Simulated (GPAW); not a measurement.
# Run report: InCl3, property calculation

System: InCl3, SMILES [Cl][In]([Cl])[Cl].
Method: PBE/real-space grid, scalar-relativistic datasets (GPAW 26.7.0).

The geometry comes from this level: GFN2-xTB.

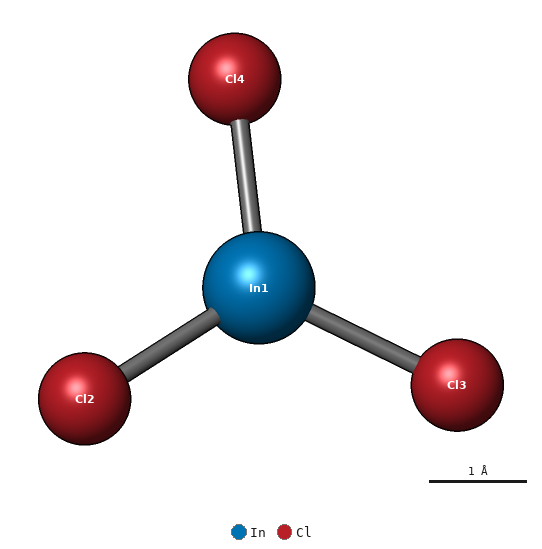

*The structure (ball-and-stick view, seen at a tilt; atoms are numbered from 1 in the order of the input). Sticks mark near contacts.*

## Results in brief

| quantity | value |
| --- | --- |
| outcome | converged |
| energy relative to the program's reference atoms | −11.6593 eV |
| largest force | 0.283 eV/Å |
| HOMO | −8.01 eV |
| LUMO | −3.78 eV |
| dipole moment | 0.00 D |
| hardware | 1 thread of Arm Neoverse V1, 24 GiB of memory available, shared host |
| wall time | 21 s |
| peak memory | 0.56 GiB |

## Input file (calc.py)
```python
import numpy as np
from ase.io import read
from ase.units import Debye
from gpaw import GPAW

# Set up the molecule
atoms = read("mol.xyz")
atoms.center(vacuum=4.5)

# Calculator
calculator = GPAW(mode="fd", h=0.2, xc="PBE", maxiter=100, txt="-")
atoms.calc = calculator

energy = atoms.get_potential_energy()
print(f"Energy: {energy:.5f} eV")
forces = atoms.get_forces()
print("Forces (eV/Ang)")
for symbol, f in zip(atoms.symbols, forces):
    print(f'{symbol:2} {f[0]:9.4f} {f[1]:9.4f} {f[2]:9.4f}')
dipole = atoms.get_dipole_moment() / Debye
print(f"Dipole = {np.linalg.norm(dipole):.3f} D")
homo, lumo = calculator.get_homo_lumo()
print(f"HOMO = {homo:.3f} eV")
print(f"LUMO = {lumo:.3f} eV")
print(f"Gap: {lumo - homo:.3f} eV")
```

## File mol.xyz
```
4

In    -0.000050    -0.000020    -0.000060
Cl     2.296020    -0.027090     0.012720
Cl    -1.124470     2.001950    -0.017030
Cl    -1.171500    -1.974840     0.004370
```

Command:
```bash
python calc.py > calc.log
```

## Output
```
__  _  _
 | _ |_)|_||  |
 |__||  | ||/\| - 26.7.0

units:  Angstrom and eV
cores:  1
OpenMP: False

Versions:
  Python: 3.12.14
  ASE:    3.29.0
  Numpy:  2.5.5
  Scipy:  1.18.1
  Libxc:  7.0.0

        _gpaw.cpython-312-aarch64-linux-gnu.so

Input parameters:
  mode=FD(),
  h=0.2,
  maxiter=100,
  xc=XC(name='PBE')

Diagonalizing LCAO Hamiltonian
Converting LCAO to fd mode
         .------------------------------.
        /|                              |
       / |                              |
      /  |                              |
     /   |                              |
    /    |                              |
   /     |                              |
  /      |                              |
 *       |        Cl                    |
 |       |                              |
 |       |         In    Cl             |
 |       .-----Cl-----------------------.
 |      /                              /
 |     /                              /
 |    /                              /
 |   /                              /
 |  /                              /
 | /                              /
 |/                              /
 *------------------------------*

Atoms  # Å, Bohr magnetons
|   | symbol |        x |        y |        z |    initial magnetic moments |
|---|--------|----------|----------|----------|-----------------------------|
| 0 |     In | 5.671450 | 6.474820 | 4.516970 | ( 0.0000,  0.0000,  0.0000) |
| 1 |     Cl | 7.967520 | 6.447750 | 4.529750 | ( 0.0000,  0.0000,  0.0000) |
| 2 |     Cl | 4.547030 | 8.476790 | 4.500000 | ( 0.0000,  0.0000,  0.0000) |
| 3 |     Cl | 4.500000 | 4.500000 | 4.521400 | ( 0.0000,  0.0000,  0.0000) |

Unit cell  # Å
| periodic |         x |         y |        z |   lengths |    angles |
|----------|-----------|-----------|----------|-----------|-----------|
|       no | 12.467520 |  0.000000 | 0.000000 | 12.467520 | 90.000000 |
|       no |  0.000000 | 12.976790 | 0.000000 | 12.976790 | 90.000000 |
|       no |  0.000000 |  0.000000 | 9.029750 |  9.029750 | 90.000000 |

Number of symmetries: 1
Symmetry operations  # r_c * U_cc + t_c -> r_c
|   | kind |            matrix            |
|---|------|------------------------------|
| 0 |  E   |  1, 0, 0,  0, 1, 0,  0, 0, 1 |

BZ-sampling:
  Number of BZ points: 1
  Number of IBZ points: 1

  Monkhorst-Pack size: [1, 1, 1]
  Monkhorst-Pack shift: [0, 0, 0]

K-points  # in reciprocal-cell coordinates
|   |                                coordinates |     weight |
|---|--------------------------------------------|------------|
| 0 | (  0.00000000,   0.00000000,   0.00000000) | 1.00000000 |

Uniform wave function grid shape: (np.int64(63), np.int64(63), np.int64(43))
Spin-components: 1 (collinear spins)
Bands:           21
Projectors:      21
Spin-degeneracy: 2
Datatype:        float64

  Storage: CPU
  Wave functions: 28_672_056 bytes (28_672_056 per core)

Parallelization:
  kpt:    1
  domain: 1
  band:   1

Density:
  Valence electrons: 34.0
  Components: 1
  Grid points: [64 64 44]
  Charge: 0.0  # |e|

Potential:
  Grid points: [64 64 44]

species:
  In:
    name:    Indium
    Z:       49.0
    valence: 13
    core:    36
    charge:  0.0  # [|e|]
    file:    In.PBE.gz
    compensation charges:
      type: gauss
      rc: 0.36  # [Å]
      lmax: 2
    cutoffs:
      filter: 2.09  # [Å]
      core: 2.48  # [Å]
    projectors
    | kind |    occ | energy [eV] | rcut [Å] |
    |------|--------|-------------|----------|
    |   5s |  2.000 |      -8.203 |    1.185 |
    |   5p |  1.000 |      -2.521 |    1.244 |
    |   4d | 10.000 |     -18.629 |    1.148 |
    |    s |        |      19.008 |    1.185 |
    |    p |        |      24.691 |    1.244 |
    |    d |        |       8.583 |    1.148 |

    Using partial waves for In as LCAO basis

  Cl:
    name:    Chlorine
    Z:       17.0
    valence: 7
    core:    10
    charge:  0.0  # [|e|]
    file:    Cl.PBE.gz
    compensation charges:
      type: gauss
      rc: 0.25  # [Å]
      lmax: 2
    cutoffs:
      filter: 1.40  # [Å]
      core: 1.49  # [Å]
    projectors
    | kind |    occ | energy [eV] | rcut [Å] |
    |------|--------|-------------|----------|
    |   3s |  2.000 |     -20.689 |    0.794 |
    |   3p |  5.000 |      -8.594 |    0.794 |
    |    s |        |       6.523 |    0.794 |
    |    p |        |      18.617 |    0.794 |
    |    d |        |       0.000 |    0.794 |

    Using partial waves for Cl as LCAO basis

Reference energy: -197640.267847  # eV

eigensolver:
  PPCG
  Converge bands: occupied
  niter=2

density mixing:
  MSR1-Mixer
  Pratt-step length: 0.05
  Maximum mixing coefficient: 0.75
  Old densities: 10
  SVD Regularization: 0.005
  Good broyden scale: 1.0
  Trust region scale: 1.0
  Backstep threshold: 4.0
  History deletion threshold: 6.0
  Fourier metric: weight=20.0, sigma=0.015

occupation numbers:
  # Zero width

FastPoissonSolver using
    Stencil: 6*3+1=19 point O(h^6) finite-difference Laplacian
    FFT axes: []
    FST axes: [np.int64(2), np.int64(0), np.int64(1)]

xc functional:
  name: PBE with 2 nearest neighbor stencil
interpolation: tri-quintic # 5. degree polynomial

Initialization done in: 1.524 s

convergence criteria:
- Maximum [total energy] change in last 3 cyles: 0.0005 eV / valence electron
- Maximum integral of absolute [dens]ity change: 0.0001 electrons / valence electron
- Maximum integral of absolute [eigenst]ate change: 4e-08 eV^2 / valence electron
maximum number of iterations: 100

SCF iterations
|iter     |     time |      energy | eigst |  dens |
|---------|----------|-------------|-------|-------|
|iter:   1| 00:00:03 |  -12.701440 | +0.18 |       |
|iter:   2| 00:00:04 |  -12.515921 | -0.64 | -1.12 |
|iter:   3| 00:00:06 |  -11.684078 | -0.31 | -1.16 |
|iter:   4| 00:00:07 |  -11.658602 | -1.13 | -1.65 |
|iter:   5| 00:00:08 |  -11.658791 | -1.92 | -2.06 |
|iter:   6| 00:00:10 |  -11.659235c| -2.73 | -2.69 |
|iter:   7| 00:00:11 |  -11.659292c| -3.44 | -3.31 |
|iter:   8| 00:00:12 |  -11.659306c| -4.14 | -3.63 |
|iter:   9| 00:00:14 |  -11.659310c| -4.78 | -4.06c|
|iter:  10| 00:00:15 |  -11.659310c| -5.30 | -4.63c|
|iter:  11| 00:00:17 |  -11.659311c| -5.89 | -4.77c|
|iter:  12| 00:00:18 |  -11.659311c| -6.43 | -5.28c|
|iter:  13| 00:00:19 |  -11.659311c| -6.97 | -5.45c|
|iter:  14| 00:00:21 |  -11.659311c| -7.48c| -5.73c|

Converged in 14 steps
SCF loop duration: 19.008 s (1.358 s/step)
Energy contributions relative to reference atoms: (reference = -197640.267847)

Energy contributions:
  Kinetic:          28.873845
  Coulomb:         -28.519932
  Zero:              0.740750
  External:          0.000000
  Xc:              -12.753973
  Entropy:           0.000000
  Spinorbit:         0.000000
  ----------------------------
  Free energy:     -11.659311
  Extrapolated:    -11.659311

dipole moment: (0.000717, -0.000053, -0.000031)  # |e|*Ang

Fermi level: -5.896
Eigenvalues  # (at kpt = [0.000, 0.000, 0.000])
| band index |      eig [eV] | occ [0-2] |
|------------|---------------|-----------|
|          0 |       -21.529 |     2.000 |
|        ... |               |           |
|          9 |        -9.526 |     2.000 |
|         10 |        -9.525 |     2.000 |
|         11 |        -8.662 |     2.000 |
|         12 |        -8.169 |     2.000 |
|         13 |        -8.167 |     2.000 |
|         14 |        -8.111 |     2.000 |
|         15 |        -8.110 |     2.000 |
|         16 |        -8.014 |     2.000 |
|         17 |        -3.778 |     0.000 |
|         18 |        -2.547 |     0.000 |
|         19 |        -0.036 |     0.000 |
|         20 |        -0.034 |     0.000 |

Gap: 4.236 eV
Transition (v -> c):
  (s=0, k=0, n=16, [0.00, 0.00, 0.00]) -> (s=0, k=0, n=17, [0.00, 0.00, 0.00])
No difference between direct/indirect transitions
vacuum-level: 0.000  # V
Energy: -11.65931 eV

Forces  # eV/Ang
|        x |        y |        z |
|----------|----------|----------|
|  0.01962 | -0.04997 |  0.00716 |  # In   0
|  0.28249 | -0.01776 |  0.01568 |  # Cl   1
| -0.12193 |  0.23577 | -0.00933 |  # Cl   2
| -0.14308 | -0.21410 |  0.00910 |  # Cl   3

Force computation time: 0.092  # s
Forces (eV/Ang)
In    0.0196   -0.0500    0.0072
Cl    0.2825   -0.0178    0.0157
Cl   -0.1219    0.2358   -0.0093
Cl   -0.1431   -0.2141    0.0091
Dipole = 0.003 D
HOMO = -8.014 eV
LUMO = -3.778 eV
Gap: 4.236 eV
```

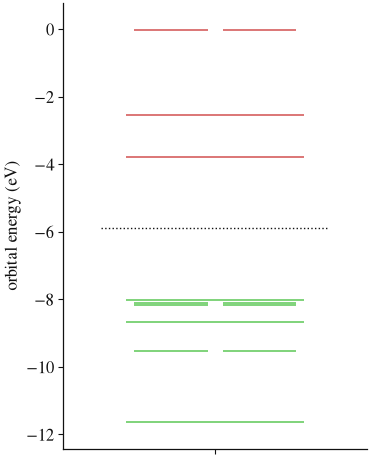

*Orbital energies near the frontier; the dotted line parts filled from empty levels, and levels within 0.02 eV of each other stand side by side.*

Highest filled −8.01 eV, lowest empty −3.78 eV, 4.23 eV apart.
